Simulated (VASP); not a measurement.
# MnSe: structure and properties in VASP, part 3 of 11

Wanted: the relaxed cell of MnSe and its properties. The start is a cell from a database of measured crystal structures.

VASP 6.6.1, plane waves and PAW; the level of theory is named at each step.

So far, gap on the k-mesh (eV): step 2 (magnetic order: ferromagnetic) 0.664; step 3 (magnetic order: antiferromagnetic, q = (0, 0, 1/2)) 1.79.

The database entry behind the starting cell differs from later determinations by our own check (about 0.4 % short), so it need not match the best structure at ambient conditions.

**4. Magnetic order: antiferromagnetic, q = (1/2, 1/2, 0)**

Level of this step: optB86b-vdW, DFT+U (Mn d 5 eV), spin-polarised from an antiferromagnetic start; plane waves and PAW (Mn_pv, Se) (VASP).

Next, a pattern with opposite moments, which needs a doubled cell; q is given in the reciprocal vectors of the primitive cell.

INCAR reads:

```
SYSTEM = MnSe
PREC = Accurate
ENCUT = 400
EDIFF = 1E-06
NELM = 100
ISMEAR = 0
SIGMA = 0.05
LREAL = .FALSE.
ALGO = Normal
GGA = MK
AGGAC = 0
LUSE_VDW = .TRUE.
PARAM1 = 0.1234
PARAM2 = 1
LASPH = .TRUE.
NBANDS = 27
ISPIN = 2
MAGMOM = 4 -4 0 0
LDAU = .TRUE.
LDAUTYPE = 2
LDAUL = 2 -1
LDAUU = 5 0
LDAUJ = 0 0
LDAUPRINT = 1
LMAXMIX = 4
LORBIT = 11
LWAVE = .FALSE.
LCHARG = .FALSE.
KPAR = 4
ISIF = 2
```

POSCAR reads:

```
MnSe
1.0
    0.0000000000      5.4400000000      5.4400000000
    2.7200000000      2.7200000000      5.4400000000
    2.7200000000      2.7200000000      0.0000000000
Mn Se
2 2
Direct
    0.0000000000      0.0000000000      0.0000000000
    0.5000000000      0.0000000000      0.0000000000
    0.0000000000      0.5000000000      0.5000000000
    0.5000000000      0.5000000000      0.5000000000
```

KPOINTS reads:

```
Automatic mesh
0
Gamma
7 7 7
0 0 0
```

Potentials, in the order of the species: Mn_pv and Se (PBE family, release 64).

On the command line:

```console
$ mpirun -np 4 vasp_std
```

Output:

```text
[... set-up lines as in an earlier step ...]
 entering main loop
       N       E                     dE             d eps       ncg     rms          rms(c)
DAV:   1     0.328853795129E+03    0.32885E+03   -0.18482E+04  4976   0.121E+03
DAV:   2     0.114709198371E+02   -0.31738E+03   -0.30715E+03  4413   0.359E+02
DAV:   3    -0.108772415724E+02   -0.22348E+02   -0.21961E+02  4926   0.988E+01
DAV:   4    -0.114332757078E+02   -0.55603E+00   -0.55437E+00  4999   0.153E+01
DAV:   5    -0.114398661669E+02   -0.65905E-02   -0.65890E-02  4891   0.201E+00    0.139E+01
DAV:   6    -0.128706447158E+02   -0.14308E+01   -0.17894E+01  4401   0.449E+01    0.149E+01
DAV:   7    -0.139434045951E+02   -0.10728E+01   -0.29283E+00  4699   0.123E+01    0.805E+00
DAV:   8    -0.139386807079E+02    0.47239E-02   -0.23960E-01  4849   0.393E+00    0.495E+00
DAV:   9    -0.139975961379E+02   -0.58915E-01   -0.46131E-02  4796   0.234E+00    0.523E-01
DAV:  10    -0.139977085696E+02   -0.11243E-03   -0.12935E-02  5134   0.120E+00    0.234E-01
DAV:  11    -0.139982117402E+02   -0.50317E-03   -0.11721E-03  4791   0.285E-01    0.114E-01
DAV:  12    -0.139983669123E+02   -0.15517E-03   -0.14437E-04  4801   0.120E-01    0.543E-02
DAV:  13    -0.139984068180E+02   -0.39906E-04   -0.73515E-05  4483   0.420E-02    0.211E-02
DAV:  14    -0.139984085451E+02   -0.17271E-05   -0.42913E-06  4820   0.154E-02    0.937E-03
DAV:  15    -0.139984105369E+02   -0.19918E-05   -0.35877E-06  4556   0.127E-02    0.362E-03
DAV:  16    -0.139984107824E+02   -0.24552E-06   -0.73524E-07  2358   0.461E-03
   1 F= -.13998411E+02 E0= -.13998411E+02  d E =-.668301E-21  mag=     0.0000
```

The job ended after 2.5 min (4 MPI ranks of AMD EPYC 7R43, shared host; peak memory 2.8 GiB).

OUTCAR, selected parts (step 4):

```text
  LATTYP: Found a simple tetragonal cell.
 ALAT       =     3.8466608897
 C/A-ratio  =     1.4142135624

 Subroutine GETGRP returns: Found 16 space group operations
 (whereof 16 operations were pure point group operations)

The static configuration has the point symmetry D_4h.

 Found     40 irreducible k-points:

   k-points           NKPTS =     40   k-points in BZ     NKDIM =     40   number of bands    NBANDS=     27

   dimension x,y,z NGX =    50 NGY =   48 NGZ =   28
   dimension x,y,z NGXF=   100 NGYF=   96 NGZF=   56

   ENCUT  =  400.0 eV  29.40 Ry    5.42 a.u.  12.55 10.87  6.27*2*pi/ulx,y,z

   NELECT =      38.0000    total number of electrons

atom =   1  type =  1  l = 2

 onsite density matrix

spin component  1

  0.9373 -0.0000 -0.0000  0.0000 -0.0000
 -0.0000  0.9366  0.0000  0.0000 -0.0000
 -0.0000  0.0000  0.9554  0.0000  0.0000
  0.0000  0.0000  0.0000  0.9366 -0.0000
 -0.0000 -0.0000  0.0000 -0.0000  0.9555

spin component  2

  0.0136  0.0000  0.0000 -0.0000  0.0000
  0.0000  0.0144 -0.0000 -0.0000  0.0000
  0.0000 -0.0000  0.0709  0.0000 -0.0000
 -0.0000 -0.0000  0.0000  0.0144  0.0000
  0.0000  0.0000 -0.0000  0.0000  0.0731

 occupancies and eigenvectors

  o =  0.0136  v =  0.0000  0.0000  0.0000  0.0000  0.0000  1.0000 -0.0000 -0.0000  0.0000 -0.0000      0.0000  0.0000  0.0000  0.0000  0.0000  0.0000  0.0000  0.0000  0.0000  0.0000
  o =  0.0144  v =  0.0000  0.0000  0.0000  0.0000  0.0000  0.0000  1.0000 -0.0000  0.0051  0.0000      0.0000  0.0000  0.0000  0.0000  0.0000  0.0000  0.0000  0.0000  0.0000  0.0000
  o =  0.0144  v =  0.0000  0.0000  0.0000  0.0000  0.0000  0.0000  0.0051  0.0000 -1.0000  0.0000      0.0000  0.0000  0.0000  0.0000  0.0000  0.0000  0.0000  0.0000  0.0000  0.0000
  o =  0.0709  v =  0.0000  0.0000  0.0000  0.0000  0.0000  0.0000 -0.0000  1.0000  0.0000  0.0000      0.0000  0.0000  0.0000  0.0000  0.0000  0.0000  0.0000  0.0000  0.0000  0.0000
  o =  0.0731  v =  0.0000  0.0000  0.0000  0.0000  0.0000 -0.0000  0.0000  0.0000 -0.0000 -1.0000      0.0000  0.0000  0.0000  0.0000  0.0000  0.0000  0.0000  0.0000  0.0000  0.0000
  o =  0.9366  v =  0.0000  0.0068 -0.0000 -1.0000  0.0000  0.0000  0.0000  0.0000  0.0000  0.0000      0.0000  0.0000  0.0000  0.0000  0.0000  0.0000  0.0000  0.0000  0.0000  0.0000
  o =  0.9366  v =  0.0000 -1.0000  0.0000 -0.0068  0.0000  0.0000  0.0000  0.0000  0.0000  0.0000      0.0000  0.0000  0.0000  0.0000  0.0000  0.0000  0.0000  0.0000  0.0000  0.0000
  o =  0.9373  v =  1.0000  0.0000  0.0000  0.0000  0.0000  0.0000  0.0000  0.0000  0.0000  0.0000      0.0000  0.0000  0.0000  0.0000  0.0000  0.0000  0.0000  0.0000  0.0000  0.0000
  o =  0.9554  v =  0.0000  0.0000  1.0000 -0.0000  0.0000  0.0000  0.0000  0.0000  0.0000  0.0000      0.0000  0.0000  0.0000  0.0000  0.0000  0.0000  0.0000  0.0000  0.0000  0.0000
  o =  0.9555  v =  0.0000 -0.0000  0.0000 -0.0000 -1.0000  0.0000  0.0000  0.0000  0.0000  0.0000      0.0000  0.0000  0.0000  0.0000  0.0000  0.0000  0.0000  0.0000  0.0000  0.0000

atom =   2  type =  1  l = 2

 onsite density matrix

spin component  1

  0.0136 -0.0000 -0.0000  0.0000 -0.0000
 -0.0000  0.0144 -0.0000 -0.0000 -0.0000
 -0.0000 -0.0000  0.0709  0.0000  0.0000
  0.0000 -0.0000  0.0000  0.0144 -0.0000
 -0.0000 -0.0000  0.0000 -0.0000  0.0731

spin component  2

  0.9373 -0.0000  0.0000  0.0000  0.0000
 -0.0000  0.9366  0.0000  0.0000 -0.0000
  0.0000  0.0000  0.9554 -0.0000  0.0000
  0.0000  0.0000 -0.0000  0.9366  0.0000
  0.0000 -0.0000  0.0000  0.0000  0.9555

 occupancies and eigenvectors

  o =  0.0136  v =  1.0000  0.0000  0.0000 -0.0000  0.0000  0.0000  0.0000  0.0000  0.0000  0.0000      0.0000  0.0000  0.0000  0.0000  0.0000  0.0000  0.0000  0.0000  0.0000  0.0000
  o =  0.0144  v = -0.0000  1.0000  0.0000  0.0024  0.0000  0.0000  0.0000  0.0000  0.0000  0.0000      0.0000  0.0000  0.0000  0.0000  0.0000  0.0000  0.0000  0.0000  0.0000  0.0000
  o =  0.0144  v = -0.0000  0.0024 -0.0000 -1.0000  0.0000  0.0000  0.0000  0.0000  0.0000  0.0000      0.0000  0.0000  0.0000  0.0000  0.0000  0.0000  0.0000  0.0000  0.0000  0.0000
  o =  0.0709  v = -0.0000 -0.0000  1.0000 -0.0000 -0.0000  0.0000  0.0000  0.0000  0.0000  0.0000      0.0000  0.0000  0.0000  0.0000  0.0000  0.0000  0.0000  0.0000  0.0000  0.0000
  o =  0.0731  v =  0.0000  0.0000 -0.0000 -0.0000 -1.0000  0.0000  0.0000  0.0000  0.0000  0.0000      0.0000  0.0000  0.0000  0.0000  0.0000  0.0000  0.0000  0.0000  0.0000  0.0000
  o =  0.9366  v =  0.0000  0.0000  0.0000  0.0000  0.0000  0.0000  0.0724  0.0000 -0.9974 -0.0000      0.0000  0.0000  0.0000  0.0000  0.0000  0.0000  0.0000  0.0000  0.0000  0.0000
  o =  0.9366  v =  0.0000  0.0000  0.0000  0.0000  0.0000  0.0000 -0.9974  0.0000 -0.0724 -0.0000      0.0000  0.0000  0.0000  0.0000  0.0000  0.0000  0.0000  0.0000  0.0000  0.0000
  o =  0.9373  v =  0.0000  0.0000  0.0000  0.0000  0.0000  1.0000  0.0000  0.0000  0.0000  0.0000      0.0000  0.0000  0.0000  0.0000  0.0000  0.0000  0.0000  0.0000  0.0000  0.0000
  o =  0.9554  v =  0.0000  0.0000  0.0000  0.0000  0.0000  0.0000 -0.0000 -1.0000 -0.0000 -0.0000      0.0000  0.0000  0.0000  0.0000  0.0000  0.0000  0.0000  0.0000  0.0000  0.0000
  o =  0.9555  v =  0.0000  0.0000  0.0000  0.0000  0.0000  0.0000 -0.0000 -0.0000 -0.0000  1.0000      0.0000  0.0000  0.0000  0.0000  0.0000  0.0000  0.0000  0.0000  0.0000  0.0000

 E-fermi :   5.5035

 spin component 1
 k-point     1 :       0.0000    0.0000    0.0000
  band No.  band energies     occupation
    ...
     15       2.7078      1.00000
     16       2.7078      1.00000
     17       4.4443      1.00000
     18       4.4443      1.00000
     19       4.4454      1.00000
     20       6.1613      0.00000
     21       6.7537      0.00000
     22       7.5896      0.00000
     23       7.8098      0.00000
     24       8.2084      0.00000
    ...

 k-point     2 :       0.1429    0.0000    0.0000
  band No.  band energies     occupation
    ...
     15       2.0573      1.00000
     16       2.8893      1.00000
     17       3.4470      1.00000
     18       4.2308      1.00000
     19       4.4636      1.00000
     20       6.8852      0.00000
     21       7.2606      0.00000
     22       8.1192      0.00000
     23       8.1375      0.00000
     24       8.2357      0.00000
    ...

 k-point     3 :       0.2857    0.0000    0.0000
  band No.  band energies     occupation
    ...
     15       1.2428      1.00000
     16       2.1778      1.00000
     17       3.1168      1.00000
     18       3.6517      1.00000
     19       4.7185      1.00000
     20       7.5548      0.00000
     21       8.0882      0.00000
     22       8.2987      0.00000
     23       8.4253      0.00000
     24       8.6641      0.00000
    ...

 k-point     4 :       0.4286    0.0000    0.0000
  band No.  band energies     occupation
    ...
     15       1.6094      1.00000
     16       1.7332      1.00000
     17       2.9434      1.00000
     18       3.1565      1.00000
     19       5.1362      1.00000
     20       8.0357      0.00000
     21       8.3514      0.00000
     22       8.4901      0.00000
     23       8.5997      0.00000
     24       9.4756      0.00000
    ...

Total vdW correction in eV:      6.8137083

  Total        1.2899621      1.2899621      1.3811869      0.0000000      0.0000000      0.0000000
  in kB       25.6756142     25.6756142     27.4913659      0.0000000      0.0000000      0.0000000
  external PRESSURE =      26.2808648 kB  Pullay stress =       0.0000000 kB

  energy-cutoff  :      400.00
  volume of cell :       80.49
      direct lattice vectors                 reciprocal lattice vectors
     0.000000000  5.440000000  5.440000000    -0.183823529  0.183823529  0.000000000
     2.720000000  2.720000000  5.440000000     0.183823529 -0.183823529  0.183823529
     2.720000000  2.720000000  0.000000000     0.183823529  0.183823529 -0.183823529

 POSITION                                       TOTAL-FORCE (eV/Angst)
 -----------------------------------------------------------------------------------
      0.00000      0.00000      0.00000        -0.000000      0.000000      0.000000
      0.00000      2.72000      2.72000         0.000000     -0.000000      0.000000
      2.72000      2.72000      2.72000        -0.000000     -0.000000     -0.000000
      2.72000      5.44000      5.44000         0.000000     -0.000000      0.000000
 -----------------------------------------------------------------------------------
    total drift:                               -0.000000     -0.000000      0.000000

  FREE ENERGIE OF THE ION-ELECTRON SYSTEM (eV)
  ---------------------------------------------------
  free  energy   TOTEN  =       -13.9984107824 eV

  energy  without entropy=      -13.9984107824  energy(sigma->0) =      -13.99841078

Total vdW correction in eV:      6.8136881

 total charge
# of ion       s       p       d       tot
------------------------------------------
    1        0.229   6.167   4.891  11.287
    2        0.229   6.167   4.891  11.287
    3        1.443   2.473   0.022   3.939
    4        1.443   2.473   0.022   3.939
--------------------------------------------------
tot          3.346  17.280   9.826  30.452

 magnetization (x)
# of ion       s       p       d       tot
------------------------------------------
    1        0.040   0.035   4.525   4.600
    2       -0.040  -0.035  -4.525  -4.600
    3       -0.005  -0.012  -0.004  -0.021
    4        0.005   0.012   0.004   0.021
--------------------------------------------------
tot          0.000   0.000   0.000   0.000

[... 6 further parts left out ...]
```

At this level the cell is under a pressure of 2.6 GPa, so at these settings it is away from equilibrium.

This step gave:

- irreducible k-points: 40
- symmetry operations: 16
- free energy (TOTEN): -14.00 eV
- Fermi energy: 5.503 eV
- pressure: 2.628 GPa
- valence top at k: 0.2857, -0.4286, 0.1429
- conduction bottom at k: 0, 0.4286, 0.4286
- least direct gap at k: 0, 0, 0
- gap on the k-mesh: 0.9461 eV
- least direct gap on the k-mesh: 1.716 eV

Spin moment in the PAW sphere by atom:

```csv
atom,spin moment in the PAW sphere (μB)
Mn1,4.60
Mn2,-4.60
Se3,-0.02
Se4,0.02
```

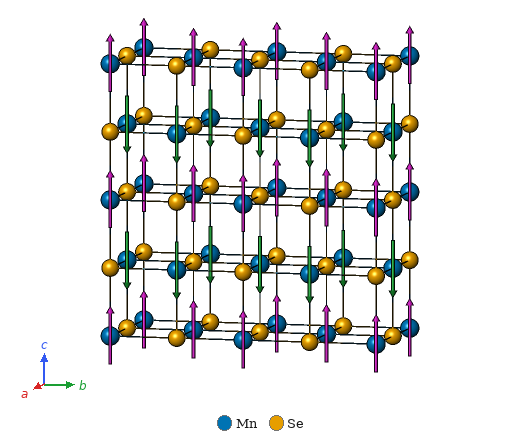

Spin moment in the PAW sphere as arrows, the longest 4.6 μB. Up and down stand for the sign. Arrows give size and sign along the axis of quantisation, drawn up and down the page. The two directions have two colours. 1×2×2 conventional cells are drawn. Some periodic images of atoms are drawn too.

The energy lies -4.1 meV an atom from the first pattern. The run ends antiferromagnetic with a largest moment of 4.60 μB, and the mesh shows a gap of 0.95 eV.

**5. The orders side by side**

This step: collinear orders at optB86b-vdW, DFT+U (Mn d 5 eV); plane waves and PAW (VASP 6.6.1).

This step runs nothing: it gathers the runs above.

Patterns, by row:

| start | atoms | energy less that of the first (meV/atom) | largest site moment (μB) | end state |
| --- | --- | --- | --- | --- |
| ferromagnetic | 2 | 0 | 4.62 | ferromagnetic |
| antiferromagnetic, q = (0, 0, 1/2) | 4 | -15 | 4.55 | antiferromagnetic |
| antiferromagnetic, q = (1/2, 1/2, 0) | 4 | -4.1 | 4.6 | antiferromagnetic |

The session goes on in the lowest magnetic state found: antiferromagnetic, q = (0, 0, 1/2). The next one lies 11.0 meV an atom higher.

(Part 3 of 11 ends here.)

[Lines on the potential files, build, host, timing and source positions are cut from VASP's logs without a mark.]

[Logs are printed without paths, hosts, clocks, repeated set-up lines and the standing remarks that a program may print on its own settings, such as how far it seeks lower states.]

[Hosts, paths, dates, database ids (printed as entryN), source tags and the programs' standing remarks are cut or masked in the printed files.]

[A measured line is paired with the nearest computed mode of its activity, which favours agreement.]
